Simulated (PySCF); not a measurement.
Run report: HfH2O3, frequency calculation

- system: HfH2O3
- method: RKS-based PBE0, Hf def2-TZVP with ECP60, O def2-TZVP, H def2-TZVP; non-relativistic Hamiltonian with a scalar-relativistic core potential; density fitting (PySCF 2.14.0)

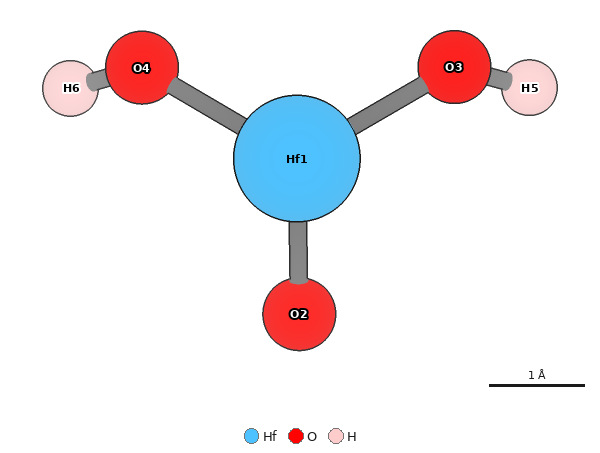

*The input geometry (ball-and-stick view, seen on its broad side; atoms are numbered from 1 in the order of the input). Sticks mark near contacts.*

Bond lengths as drawn: Hf–O 1.77 to 1.96 Å and H–O 0.96 Å.

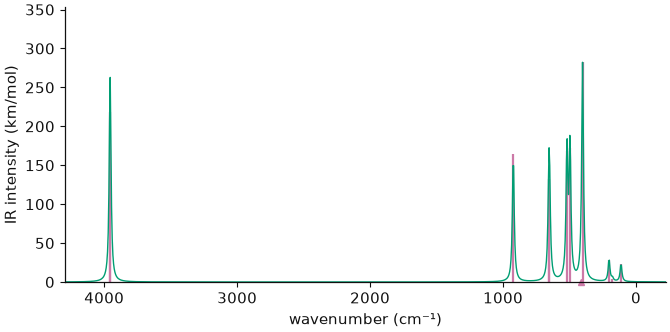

*Harmonic infrared spectrum, unscaled: sticks (degenerate modes added up, dark ones marked on the axis) with a Lorentzian envelope of 16 cm⁻¹ full width, scaled to the tallest stick.*

12 modes from 113 to 3957 cm⁻¹, none imaginary. The strongest line is at 402 cm⁻¹ (282 km/mol). All modes, in cm⁻¹ (km/mol): 113 (23), 177 (4.1), 203 (28), 402 (282), 415 (0.0), 496 (172), 519 (168), 651 (132), 657 (61), 923 (165), 3955 (219), 3957 (51).

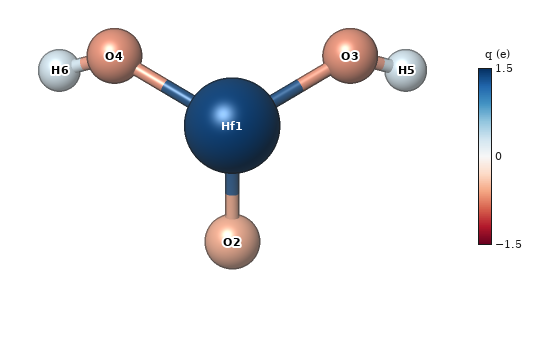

*Mulliken charges, as the colour of each atom (ball-and-stick view, seen on its broad side; atoms are numbered from 1 in the order of the input).*

By element: Hf +1.39, O −0.72 to −0.61 and H +0.33 e.

The input that produced these results follows, with the program's output.

### The input
```python
from pyscf import gto, scf, dft
mol = gto.M(atom='''
Hf     0.028411    -0.004413     0.114269
O      1.637021    -0.254268    -0.570405
O     -0.677101     1.772793    -0.326694
O     -1.182939    -1.483886    -0.326694
H     -0.352142     2.504335    -0.849040
H     -1.095189    -2.279531    -0.849040''',
    basis={'Hf': 'def2-TZVP', 'O': 'def2-TZVP', 'H': 'def2-TZVP'},
    ecp={'Hf': 'def2-TZVP'},
    charge=0, spin=0)
mf = dft.RKS(mol, xc='PBE0')
mf.grids.atom_grid = (75, 302)
aux = {'Hf': 'def2-universal-JKFIT', 'O': 'def2-universal-JKFIT', 'H': 'def2-universal-JKFIT'}
mf = mf.density_fit(auxbasis=aux)
mf.conv_tol = 1e-09
mf.diis_space = 10
mf.max_cycle = 60
mf.verbose = 4
mf.kernel()
```

The script is an equivalent of the set-up of the self-consistent field. The run itself was carried out by a driver, which started from the orbitals of the step before it where there was one and computed the further properties.

Run as:
```bash
OMP_NUM_THREADS=4 python axn.py task.json out
```

### The program's output
```
init E= -274.892216912387
  HOMO = -0.290586721265431  LUMO = -0.0960569502345301  gap/eV = 5.29342
cycle= 1 E= -274.892216912374  delta_E= 1.33e-11  |g|= 9.13e-06  |ddm|= 6.52e-06
  HOMO = -0.290587080533439  LUMO = -0.0960574076836558  gap/eV = 5.29342
Extra cycle  E= -274.892216912337  delta_E= 3.65e-11  |g|= 1.7e-05  |ddm|= 1.2e-05
converged SCF energy = -274.892216912337
```

### Summary

| quantity | value |
| --- | --- |
| outcome | converged |
| total energy | −274.892217 hartree |
| HOMO | −7.91 eV |
| LUMO | −2.61 eV |
| zero-point energy | 0.028408 hartree |
| dipole moment | 3.47 D |
| wavenumbers, lowest and highest | 113 and 3957 cm⁻¹ |
| hardware | 4 threads of Arm Neoverse V2, 24 GiB of memory available, shared host |
| wall time | 84 s (CPU time 4.7 min) |
| peak memory | 1.9 GiB |
